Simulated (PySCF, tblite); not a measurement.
# C5H6O2S+ (doublet): geometry, infrared bands and EPR parameters

Wanted: the infrared bands and EPR parameters of C5H6O2S+ (doublet) (`[CH+]=[C][C@@H]1CCS1(=O)=O`), by calculation.

The runs use tblite 0.8.0 and PySCF 2.14.0, with density-fitted response routines of our own; the level of theory stands in each step. All values are computed, except where a source is named. Atoms count from 0, in the outputs and in this text.

## (1) Starting geometry

14 atoms, charge 1, multiplicity 2; geometry from: force field or distance geometry start.

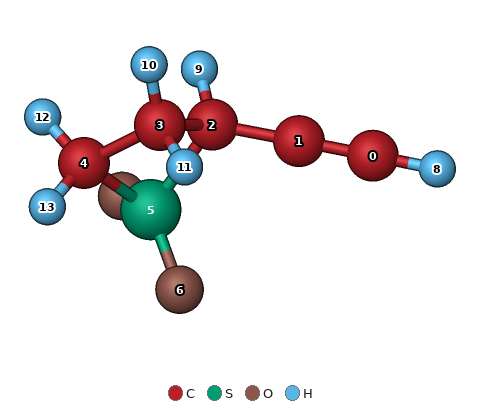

The starting geometry (carbon red, sulfur teal, oxygen brown, hydrogen blue), atoms numbered.

## (2) Geometry optimisation with GFN2-xTB

Job settings and geometry (Å):

```
{"job": {"kind": "relax", "xc": "GFN2-xTB", "basis": "xTB"}, "charge": 1, "multiplicity": 2}
C      2.700300     0.526000     1.512100
C      1.694600     0.447300     0.831900
C      0.515800     0.342700     0.032300
C     -0.807900     0.848900     0.682900
C     -1.637500    -0.254400    -0.008800
S     -0.205300    -1.293100    -0.067800
O     -0.073900    -2.051200     1.157300
O     -0.027500    -1.877400    -1.373600
H      3.576900     0.590100     2.112500
H      0.646200     0.751200    -0.976100
H     -1.097700     1.864100     0.432500
H     -0.832000     0.753000     1.787800
H     -1.993100     0.016500    -1.007400
H     -2.459600    -0.664200     0.564600
```

The run is started by

```bash
$ OMP_NUM_THREADS=1 python probes_run.py task.json out
```

One launch serves the whole session: the jobs run in the order shown.

What it wrote:

```text
step      E/eV     max force
  0    -667.15580    3.934
  1    -667.44274    1.717
  2    -667.55177    0.985
  3    -667.57656    3.371
  4    -667.62645    1.149
  5    -667.64083    0.482
  6    -667.64866    0.274
  7    -667.65816    0.461
  8    -667.66310    0.215
  9    -667.66687    0.172
 10    -667.66996    0.222
 11    -667.67140    0.123
 12    -667.67222    0.091
 13    -667.67290    0.096
 14    -667.67340    0.094
 15    -667.67370    0.056
 16    -667.67394    0.061
 17    -667.67420    0.060
 18    -667.67442    0.064
 19    -667.67457    0.040
 20    -667.67468    0.035
 21    -667.67480    0.044
 22    -667.67495    0.054
 23    -667.67512    0.038
 24    -667.67529    0.033
 25    -667.67547    0.040
 26    -667.67570    0.068
 27    -667.67600    0.072
 28    -667.67633    0.048
 29    -667.67667    0.049
 30    -667.67706    0.075
 31    -667.67756    0.101
 32    -667.67809    0.085
 33    -667.67847    0.043
 34    -667.67867    0.038
 35    -667.67879    0.035
 36    -667.67894    0.045
 37    -667.67911    0.036
 38    -667.67926    0.035
 39    -667.67936    0.028
 40    -667.67944    0.026
 41    -667.67952    0.025
 42    -667.67959    0.019
 43    -667.67964    0.019
 44    -667.67968    0.019
 45    -667.67971    0.021
 46    -667.67974    0.014
 47    -667.67976    0.008
```

It took 0.47 s on 1 thread of AMD EPYC 7R43, shared host.

Relaxation path: (not every step is listed)

```csv
step,energy from step 0 (eV),largest force (eV/Å)
0,0.0000,3.9335
1,-0.2869,1.7172
2,-0.3960,0.9850
3,-0.4208,3.3706
4,-0.4706,1.1486
5,-0.4850,0.4816
6,-0.4929,0.2743
7,-0.5024,0.4614
8,-0.5073,0.2146
11,-0.5156,0.1235
14,-0.5176,0.0936
17,-0.5184,0.0602
20,-0.5189,0.0349
23,-0.5193,0.0380
26,-0.5199,0.0682
29,-0.5209,0.0486
32,-0.5223,0.0845
35,-0.5230,0.0351
38,-0.5235,0.0351
41,-0.5237,0.0252
42,-0.5238,0.0187
43,-0.5238,0.0192
44,-0.5239,0.0188
45,-0.5239,0.0208
46,-0.5239,0.0137
47,-0.5240,0.0081
```

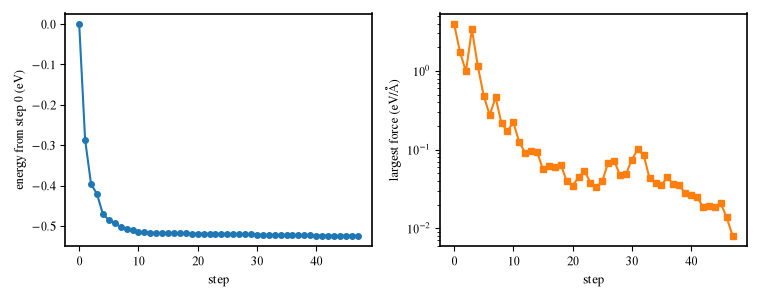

Energy and force, step by step.

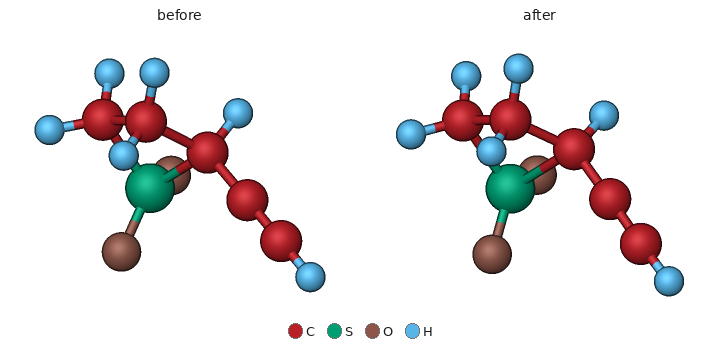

The geometry before (left) and after (right).

Distances of close pairs at the start and the end, largest changes first:

```csv
bond,before (Å),after (Å),change (Å)
C2–S5,1.790,2.049,+0.259
C4–S5,1.770,1.830,+0.060
C2–C3,1.559,1.511,-0.048
C1–C2,1.428,1.388,-0.040
S5–O6,1.447,1.412,-0.034
S5–O7,1.442,1.413,-0.029
C3–H11,1.109,1.091,-0.018
C3–C4,1.544,1.528,-0.016
```

The end geometry stands in the next job.

## (3) Harmonic vibrations with GFN2-xTB

Job settings and geometry (Å):

```
{"job": {"kind": "ir", "xc": "GFN2-xTB", "basis": "xTB"}, "charge": 1, "multiplicity": 2}
C      2.663903     0.475782     1.570622
C      1.677870     0.501436     0.862222
C      0.542966     0.497531     0.063410
C     -0.810731     0.869357     0.623091
C     -1.685180    -0.248489     0.056703
S     -0.257752    -1.380038    -0.120608
O      0.069914    -2.100862     1.048705
O      0.009998    -1.865842    -1.419669
H      3.531861     0.495228     2.172888
H      0.711810     0.731250    -0.986528
H     -1.131735     1.863283     0.300214
H     -0.795713     0.848266     1.713865
H     -2.083478    -0.052469    -0.934969
H     -2.444409    -0.634906     0.730357
```

What it wrote:

```text
mode    cm-1     km/mol
  1      81.2      2.55
  2     100.8      7.38
  3     151.7      0.85
  4     219.1      1.67
  5     264.1      5.02
  6     281.1     32.16
  7     349.3     49.14
  8     381.0     83.19
  9     467.7     19.55
 10     492.7     15.15
 11     506.0    104.51
 12     653.5     28.40
 13     660.6     28.14
 14     678.8     38.40
 15     766.5     39.73
 16     852.2      8.59
 17     904.6      3.76
 18     926.9      4.40
 19    1024.3      0.63
 20    1070.5      2.26
 21    1092.4      5.05
 22    1128.6      9.47
 23    1147.9     56.12
 24    1165.2    177.82
 25    1237.8     10.11
 26    1312.7      1.00
 27    1337.6    347.69
 28    1369.3     11.32
 29    1432.4     24.51
 30    2147.2    189.79
 31    2977.0      6.08
 32    2982.8     18.18
 33    3012.5      1.27
 34    3023.1     30.73
 35    3042.8     10.67
 36    3310.1    164.75
```

Run time: 0.63 s. Hardware: 1 thread of AMD EPYC 7R43, shared host.

The strongest bands and the atoms that carry them (share of the mass-weighted mode):

```csv
cm⁻¹,km/mol,atoms
349,49.1,"C1 44 %, S5 20 %"
381,83.2,"O7 27 %, O6 20 %, S5 19 %, C4 17 %"
506,104.5,"S5 34 %, O6 15 %, O7 15 %"
1148,56.1,"H10 22 %, H12 13 %, H11 11 %, C3 10 %"
1165,177.8,"O6 28 %, O7 27 %, S5 17 %"
1338,347.7,"S5 44 %, O7 28 %, O6 28 %"
2147,189.8,"C1 60 %, C0 30 %"
3310,164.8,"H8 87 %, C0 13 %"
```

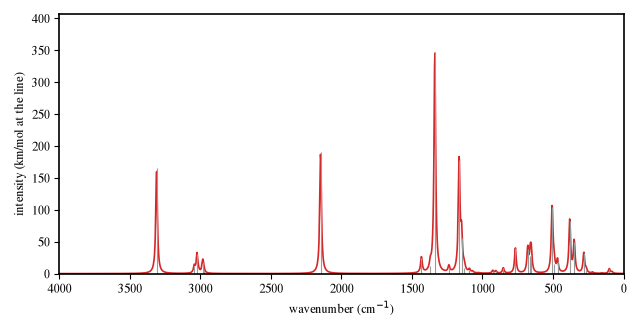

The infrared spectrum from these modes, unscaled. Lines are broadened to a width of 14 cm⁻¹ (Lorentzian).

## (4) EPR parameters: B3LYP/pcH-1

Same as in step 3 but for these lines:

```diff
@@ -1,2 +1,2 @@
-{"job": {"kind": "ir", "xc": "GFN2-xTB", "basis": "xTB"}, "charge": 1, "multiplicity": 2}
+{"job": {"kind": "epr", "basis": "pcH-1"}, "charge": 1, "multiplicity": 2}
 C      2.663903     0.475782     1.570622
```

Method: UKS B3LYP, pcH-1 on C H O S, non-relativistic, mean-field spin-orbit, GIAO.

What it wrote:

```text
UKS, coarse grid
  cycle   1  E = -742.01394565  |g| = 8.85e-01
  cycle   2  E = -740.58241853  |g| = 2.10e+00
  cycle   3  E = -742.27102216  |g| = 2.24e-01
  cycle   4  E = -742.28918725  |g| = 1.49e-01
  cycle   5  E = -742.29829847  |g| = 6.63e-02
  cycle   6  E = -742.29999353  |g| = 1.87e-02
  cycle   7  E = -742.30011434  |g| = 1.03e-02
  cycle   8  E = -742.30016724  |g| = 3.81e-03
  cycle   9  E = -742.30017682  |g| = 2.58e-03
  cycle  10  E = -742.30018240  |g| = 9.48e-04
UKS, final grid
  cycle   1  E = -742.30022199  |g| = 1.53e-03
  cycle   2  E = -742.30021718  |g| = 3.44e-03
  cycle   3  E = -742.30022353  |g| = 4.60e-04
  cycle   4  E = -742.30022365  |g| = 1.91e-04
  cycle   5  E = -742.30022372  |g| = 1.88e-04
  cycle   6  E = -742.30022376  |g| = 9.86e-05
  cycle   7  E = -742.30022376  |g| = 1.51e-05
E = -742.30022376 Eh   <S^2> = 0.7599 (exact 0.7500)
g shifts (ppm)      1          2          3
  rmc          -197       -197       -197
  gc             -1         38         19
  oz_so         774       4427       6991
  total         576       4268       6814
hyperfine (MHz)  atom isotope    a_iso     a_fc   dipolar eigenvalues
    0   13C      28.67      28.56    -35.39    -30.99     66.38
    1   13C     -25.01     -25.12    -12.76     -0.92     13.69
    2   13C      21.67      21.62    -22.08    -21.28     43.36
    3   13C      -2.74      -2.73     -2.41     -1.94      4.35
    4   13C      46.94      46.89     -8.55     -8.19     16.74
    5   33S      -9.62      -9.70     -6.33     -4.01     10.34
    6   17O      -2.76      -2.39    -35.05     16.67     18.38
    7   17O      -7.34      -6.88    -51.03     24.70     26.33
    8    1H     -33.99     -34.03    -15.71     -3.35     19.06
    9    1H      14.16      14.14    -10.12     -1.12     11.24
   10    1H      23.55      23.56     -2.45     -0.40      2.85
   11    1H      -0.52      -0.51     -2.35     -0.97      3.32
   12    1H      -0.20      -0.21     -4.25     -0.50      4.75
   13    1H      16.61      16.60     -4.36     -0.76      5.12
```

Wall time 1.8 min (1 thread of AMD EPYC 7R43, shared host); peak memory 1 GiB.

Principal g values 2.00290, 2.00659, 2.00913; g(iso) = 2.00621, against 2.00232 for a free electron.

Hyperfine couplings, nucleus by nucleus at this fixed geometry (no averaging over rotations):

```csv
nuclei,isotope,a(iso) (MHz),"a(iso) (G, at g = 2.0023)",largest dipolar term (MHz)
C4,13C,46.9,16.8,16.7
H8,1H,-34.0,-12.1,19.1
C0,13C,28.7,10.2,66.4
C1,13C,-25.0,-8.9,13.7
H10,1H,23.6,8.4,2.9
C2,13C,21.7,7.7,43.4
H13,1H,16.6,5.9,5.1
H9,1H,14.2,5.1,11.2
S5,33S,-9.6,-3.4,10.3
O7,17O,-7.3,-2.6,-51.0
O6,17O,-2.8,-1.0,-35.0
C3,13C,-2.7,-1.0,4.4
H11,1H,-0.5,-0.2,3.3
H12,1H,-0.2,-0.1,4.7
```

Mulliken spin populations:

C0 0.41; C1 -0.01; C2 0.23; C3 0.00; C4 0.08; S5 0.04; O6 0.10; O7 0.15; H8 -0.02; H9 0.00; H10 0.01; H11 0.00; H12 0.00; H13 0.01

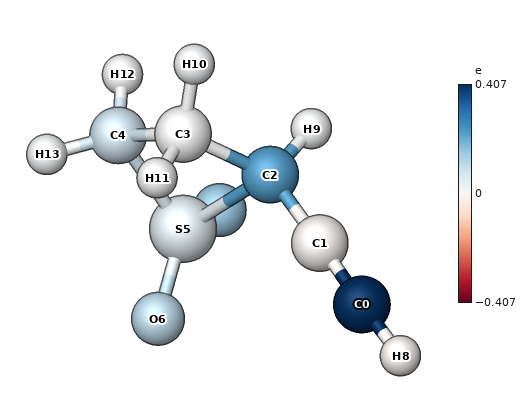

Mulliken spin populations, as colours on the atoms.

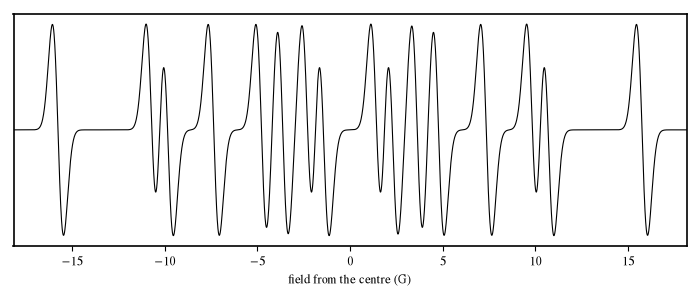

First-order isotropic spectrum (first derivative, main isotopes with spin only, couplings over 0.8 MHz, Gaussian width 0.3 G; couplings of the frozen geometry, rotation of groups not averaged beyond the rows shown).

The fields below are evaluated on a grid from the run's orbitals.

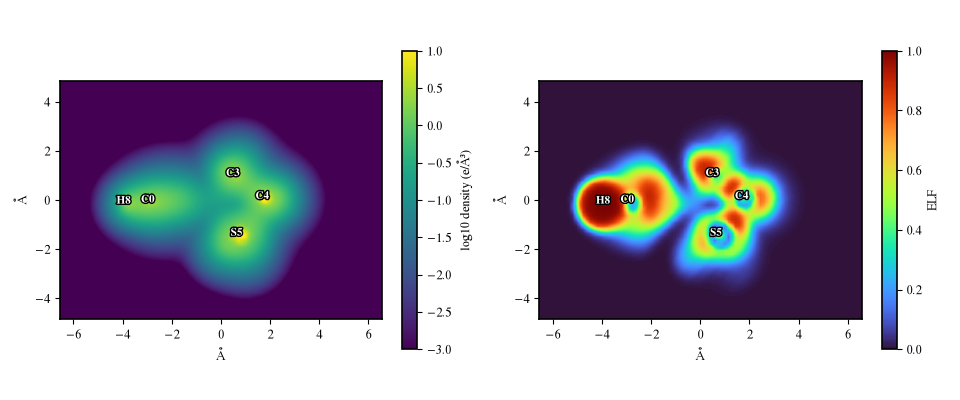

Density (left) and ELF (right) in a plane through or near 5 of the atoms.

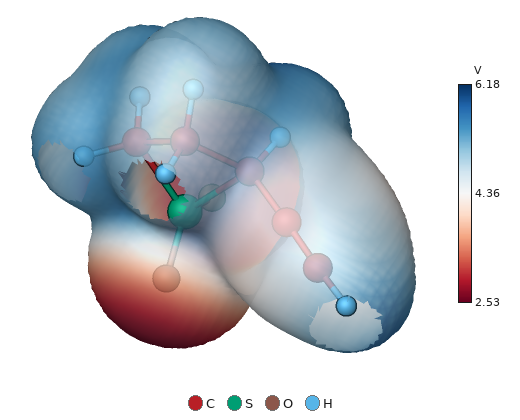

The potential that a unit positive charge feels on the 0.002 e/bohr³ surface, from 2.53 V near O7 to 6.18 V near S5.

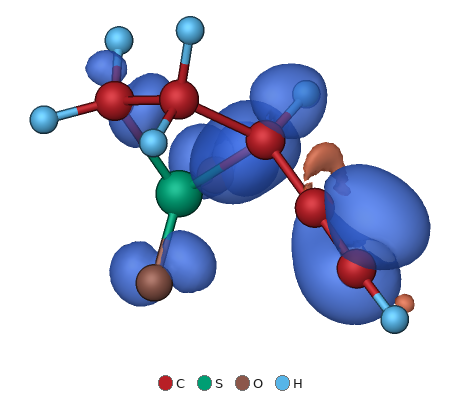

Spin density at ±0.03 e/Å³ (alpha excess blue, beta excess red).

## (5) What came out

| quantity | value |
| --- | --- |
| strongest single infrared mode (GFN2-xTB) | 1338 cm⁻¹, 348 km/mol |
| zero-point energy (GFN2-xTB) | 60.8 kcal/mol |
| g(iso) (B3LYP) | 2.00621 |
| ⟨S²⟩ | 0.760 (exact 0.75) |
| largest a(iso) | 13C on C4, 46.9 MHz |

What this shows: Relaxing lowered the energy by 0.524 eV in 47 steps; the close pair that moved most is C2–S5, from 1.790 to 2.049 Å. All 36 modes are real, so the xTB geometry is a minimum. The strongest single mode, at 1338 cm⁻¹, has its largest shares on S5, O7 and O6 (the list is cut at 3 atoms). Unscaled tight-binding wavenumbers are off by several per cent, some by more. Its intensities can rank the bands wrongly. The largest share of the spin, 0.41 e, sits on C0. The isotropic g lies 3.9 ppt above the free-electron value. The conformer search found further structures of the same energy, which may be mirror or relabelled copies of this one.
